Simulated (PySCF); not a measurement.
## Electronic structure of C6H4N2S in real space

Input file:

```
{"job": {"kind": "sp", "xc": "PBE0", "basis": "ma-def2-SVP", "d3": "d3bj", "grid": 2}, "charge": 0, "multiplicity": 1}
C     -1.440076     0.806892     0.159974
C     -1.536754    -0.618009     0.092493
C     -0.428760    -1.412168    -0.043484
C      0.842790    -0.778843    -0.116093
N      2.026962    -1.378656    -0.247276
S      3.145434    -0.200320    -0.274056
N      2.196086     1.110007    -0.123162
C      0.940931     0.664984    -0.045003
C     -0.234268     1.453870     0.094398
H     -2.358674     1.388585     0.266534
H     -2.525915    -1.078085     0.151479
H     -0.492943    -2.499778    -0.095853
H     -0.150918     2.540248     0.144707
```

Command:

```sh
OMP_NUM_THREADS=1 python redox_run.py task.json out
```

Geometry: PBE0-D3(BJ)/def2-SVP.

Level of theory: DFT single point, gas phase, functional PBE0 (PySCF 2.14.0, density-fitted response routines).

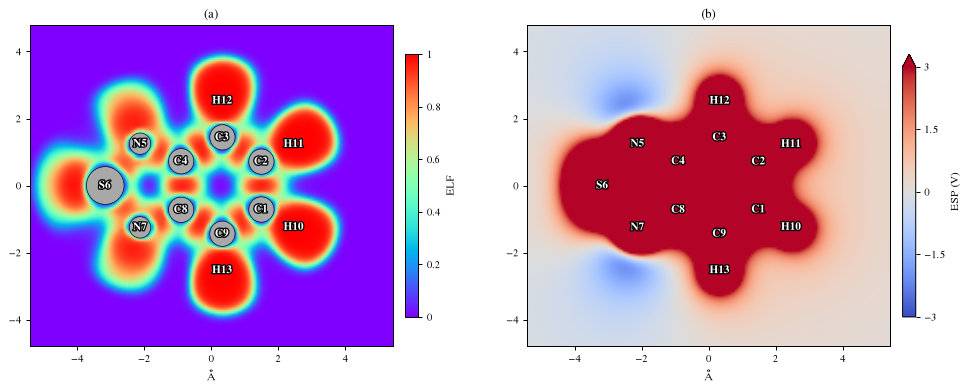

Figure 1. (a) ELF; (b) electrostatic potential on the molecular plane. Grey discs cover the atomic cores in the ELF map.

> Interpret the plot.

The section cuts through C, N, S and H sites.
C–N (1.33 Å): the ELF peaks at about 0.90 between the atoms; a covalent bond.
C–C (1.37 Å): the ELF peaks at about 0.95 between the atoms: localised, covalent bonding.
S–N (1.62 Å): the ELF peaks at about 0.90 between the atoms (localised, covalent bonding).
C–H (1.09 Å): the ELF climbs to about 1 towards the hydrogen, as it does in any bond to H; an ordinary covalent bond to hydrogen.
C–C (1.42 Å): the ELF peaks at about 0.95 between the atoms: localised, covalent bonding.
The ELF also peaks beside N7, S6 and N5, away from the bonds: lone-pair regions.
Outside the dense part of the molecule the potential is most negative (−2.0 V) near N5 and N7.

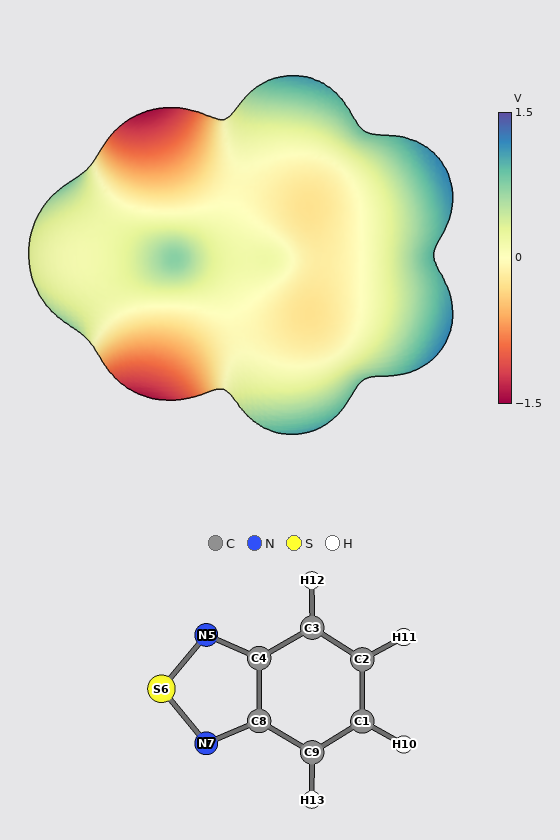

Figure 2. The molecular electrostatic potential painted on the density surface at 0.002 e/bohr³, seen across its widest extent; red is negative and blue positive. The bare structure is drawn below in the same view.

> Where is the surface potential most negative and most positive?

The most negative region (about −1.4 V, or −32 kcal/mol for a unit charge) lies over N5 and N7, the most positive (about +1.2 V, or +28 kcal/mol for a unit charge) over H10 and H11.

> How polar is the molecule by this calculation?

Its dipole moment is 1.95 D.
